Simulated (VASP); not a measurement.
Band structure of Ni3N (space group P6_322). Calculation: PBEsol GGA, VASP's PBE PAW potentials (set 64) (plane waves; VASP).

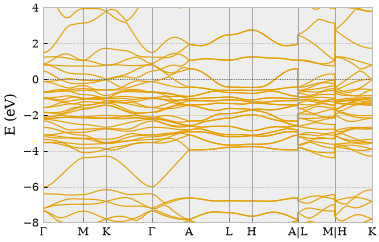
*Bands along high-symmetry lines, zero at the valence-band maximum or, without a gap, the Fermi level*

**Question.** Read the plot: is there a gap, and where are the band edges?

**Answer.** It has no gap at this level: it comes out as a metal or semimetal. (Edges off the drawn lines would not show.)

The structure comes from a computed database's Ni3N entry (P6_322); how it stands against other phases isn't given here. It was relaxed first. The run is not spin-polarised, so no magnetic state was tried.
